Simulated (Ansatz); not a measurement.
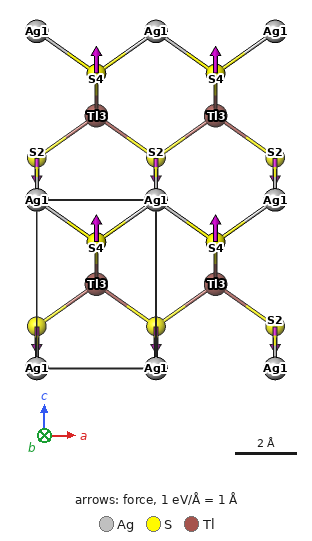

Starting geometry of solid TlAgS2 (a generated structure, set up in P-4m2) with the computed forces as purple arrows. A ball-and-stick model of the cell of the calculation, repeated 2 × 1 × 2 with one cell outlined, seen along the b axis.

Method: Ansatz, DFT, PBE, plane waves, PAW.

Input file:
```yaml
crystal:
  lattice:
    - [3.9641725501, 0.0, 0.0]
    - [0.0, 3.9641725501, 0.0]
    - [0.0, 0.0, 5.6061865839]
  atoms:
    - { symbol: Ag, position: [0.0, 0.0, 0.0] }
    - { symbol: S, position: [0.0, 0.5, 0.25] }
    - { symbol: Tl, position: [0.5, 0.5, 0.5] }
    - { symbol: S, position: [0.5, 0.0, 0.75] }
kpoints:
  mp_grid: { grid: [6, 6, 4] }
hamiltonian:
  xc: pbe
scf:
  occupations: { method: fermi_dirac, width: 0.02 }
relax:
  f_tol: 0.005
  cell: {}
output:
  write_density: true
  write_potential: true
  elf: true
  volumetric_format: npy
```

Launched with:
```bash
ansatz run input.yaml --threads 2 --pin off --max-ram 2211MiB --backend cpu --events-out ev --progress --plain --runs-dir out
```

Question: What follows when this structure is relaxed?

Answer: It isn't relaxed: the largest force vector, on S atoms, is 0.93 eV/Å. The atoms end up moving mostly along the starting forces (cosine between the two patterns 1.00). The largest moves relative to the cell, 0.055 Å, are those of S2 and S4. S2 goes along −c. Tl and Ag stay in place. The drawn cell changes as follows: a = b 3.964 → 4.203 Å (+6.0 %), c 5.606 → 5.993 Å (+6.9 %); the volume changes by +20.2 %. Some distances before and after: S2–Tl3 2.428 → 2.613 Å, Ag1–S2 2.428 → 2.549 Å. Bond angles that change, for instance: S2–Tl3–S2 109.5° → 107.1°, Tl3–S4–Tl3 109.5° → 107.1°. The space group stays P-4m2 (No. 115). Over 4 accepted moves (5 points after the start) the energy falls by 177 meV per atom. Largest force component: 0.93 eV/Å at the start, 0.0038 eV/Å at the end. Pressure: 14.43 GPa at the start and 0.00 GPa at the end. The SCF was repeated once at an unchanged geometry on a basis and grid sized afresh for the cell, which shifted the energy by 1.0 meV per atom at most. The run took about 70 core-seconds on a shared host.
